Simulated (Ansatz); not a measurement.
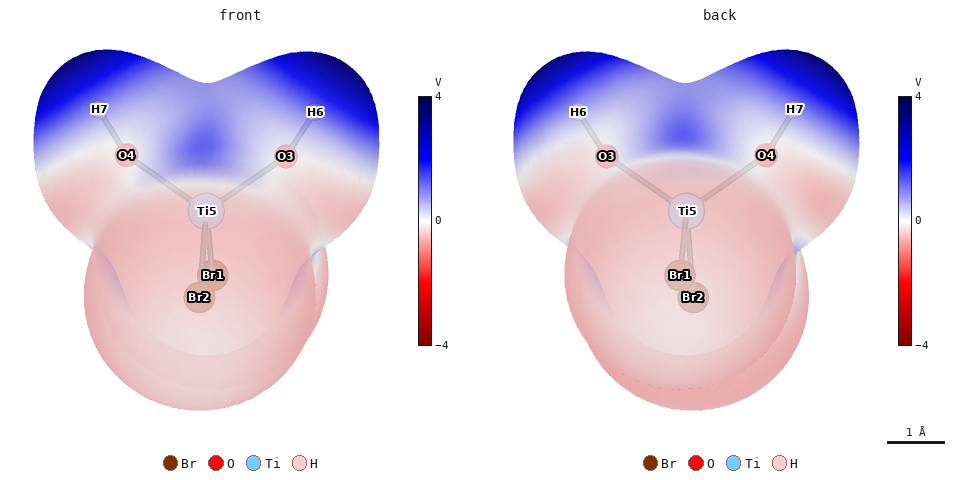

The picture shows: Br2H2O2Ti. The electrostatic potential painted on the density surface at 0.002 e/bohr³, seen from the front and from behind; the colour scale runs from red (negative) to blue (positive).

Geometry: PBE0-D4/def2-SVP.

Level of theory: isolated molecule in a Gaussian basis; Kohn-Sham density functional theory, functional PBE0 (Ansatz 0.2.0).

Input

```
crystal:
  periodic: [false, false, false]
  atoms:
    - {symbol: Br, position_ang: [-2.718809, -1.372355, 0.125034]}
    - {symbol: Br, position_ang: [-1.454044, 1.017104, -2.644943]}
    - {symbol: O, position_ang: [-1.706175, 1.781889, 0.608146]}
    - {symbol: O, position_ang: [0.357691, -0.060127, -0.040138]}
    - {symbol: Ti, position_ang: [-1.272238, 0.421889, -0.370939]}
    - {symbol: H, position_ang: [-1.588016, 2.485795, 1.250696]}
    - {symbol: H, position_ang: [1.199428, -0.060405, 0.422274]}
basis:
  gaussian: {orbitals: def2-TZVPD}
total_charge: 0
hamiltonian: {xc: {name: PBE0}}
magnetization: {spin_polarized: false}
output: {forces: true, orbitals: {seedname: orbitals}}
```

Run with:

```sh
ansatz run input.yaml --threads 2 --pin off --max-ram 6090MiB --events-out events.jsonl --progress --plain --runs-dir runs
```

Which sites attract a positive test charge, and which a negative one?

A positive charge is drawn to the negative regions and a negative charge to the positive ones. The most negative region (about −0.6 V, or −14 kcal/mol for a unit charge) lies over Br1 and Br2, the most positive (about +3.5 V, or +81 kcal/mol for a unit charge) over H6 and H7.

What dipole moment does the calculation give?

Its dipole moment is 4.52 D.
